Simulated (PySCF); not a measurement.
# C3H6BrClGe: what the fields show

Input file:

```
{"job": {"kind": "uv", "xc": "B3LYP", "basis": "def2-SVPD", "nstates": 8, "ntriplets": 3}, "charge": 0, "multiplicity": 1}
Cl     0.210989    -2.683630     0.509454
C      0.068339    -0.927967     0.703256
C     -1.054465    -0.304044    -0.137328
C     -0.404575     1.018243    -0.541758
Br    -0.647792     2.358996     0.863211
Ge     1.419009     0.239001    -0.225491
H     -0.055870    -0.735405     1.768537
H     -1.212605    -0.901449    -1.037947
H     -2.009485    -0.209277     0.381767
H     -0.779135     1.465886    -1.458191
H      2.381995     1.097191     0.556742
H      2.084794    -0.418232    -1.408280
```

Launched as:

```sh
OMP_NUM_THREADS=1 python probes_run.py task.json out
```

Geometry: GFN2-xTB.

All numbers below come from B3LYP/def2-SVPD, SCF density, gas phase in PySCF 2.14.0.

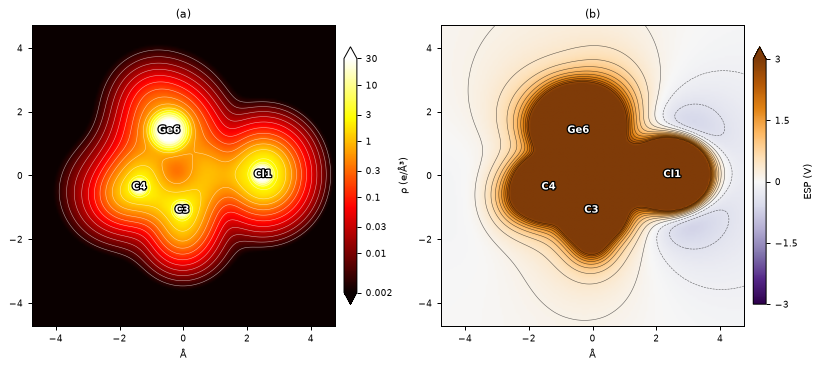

Figure 1. (a) total electron density; (b) molecular electrostatic potential on the plane of atoms C3, C4 and Ge6.

What does the map show?

Answer. The section cuts through Cl, C and Ge sites. C–C (1.53 Å): the density is about 1.7 e/Å³ at the midpoint. C–Ge (2.01 Å): ρ at the midpoint is about 0.8 e/Å³. Outside the dense part of the molecule the potential is most negative (−0.7 V) near Cl1.

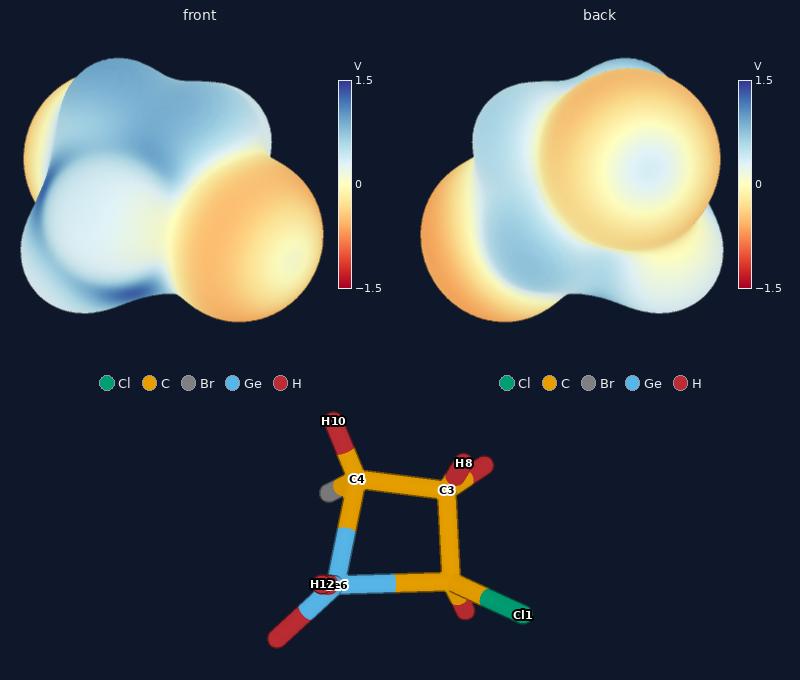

Figure 2. The electrostatic potential painted on the density surface at 0.001 e/bohr³, seen from the front and from behind; the colour scale runs from red (negative) to blue (positive). The bare structure is drawn below in the same view.

Where is the surface potential most negative and most positive?

Answer. The most negative region (about −0.6 V, or −14 kcal/mol for a unit charge) lies over Cl1, the most positive (about +1.2 V, or +28 kcal/mol for a unit charge) over Ge6. Br5 shows a σ-hole: about +0.3 V, or +7 kcal/mol for a unit charge at the tip opposite its bond, against about −0.3 V on its flanks.

What dipole moment does the calculation give?

Answer. Its dipole moment is 1.33 D.
